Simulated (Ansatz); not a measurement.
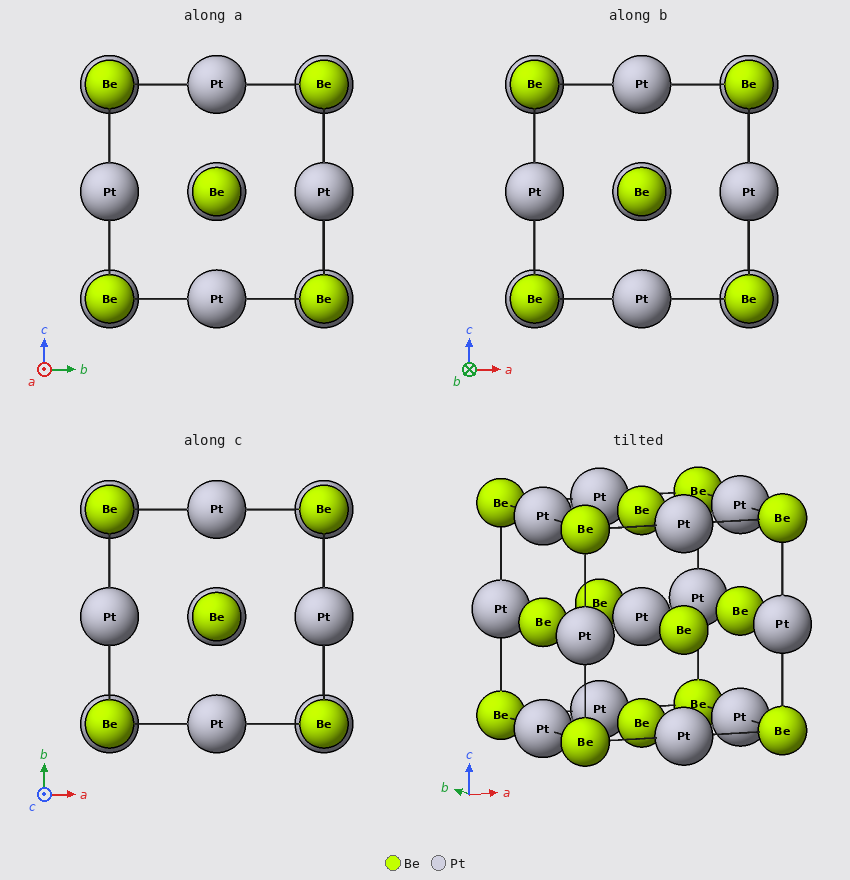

Drawn in the spheres-only manner and seen along the a axis, along the b axis, along the c axis and slightly off an axis. The lines enclose the conventional unit cell; boundary atoms appear with their images.

Lattice parameters: a = 4.6657 Å, b = 4.6657 Å, c = 4.6657 Å, α = 90.000°, β = 90.000°, γ = 90.000°.

From the views, write a CIF in P1 with every atom of the cell.

```cif
data_structure
_symmetry_space_group_name_H-M 'P 1'
_symmetry_Int_Tables_number 1
_cell_length_a 4.6657
_cell_length_b 4.6657
_cell_length_c 4.6657
_cell_angle_alpha 90.000
_cell_angle_beta 90.000
_cell_angle_gamma 90.000
_cell_volume 101.57
loop_
_atom_site_label
_atom_site_type_symbol
_atom_site_fract_x
_atom_site_fract_y
_atom_site_fract_z
_atom_site_occupancy
Be1 Be 0.0000 0.0000 0.0000 1
Pt1 Pt 0.5000 0.0000 0.0000 1
Be2 Be 0.0000 0.5000 0.5000 1
Pt2 Pt 0.5000 0.5000 0.5000 1
Be3 Be 0.5000 0.0000 0.5000 1
Pt3 Pt 0.0000 0.0000 0.5000 1
Be4 Be 0.5000 0.5000 0.0000 1
Pt4 Pt 0.0000 0.5000 0.0000 1
```

The structure was taken from a structure type filled with these elements by a generator (whether the compound takes this form wasn't checked). Atoms and cell were optimised with DFT PBE, scalar-relativistic, plane waves, PAW in Ansatz.
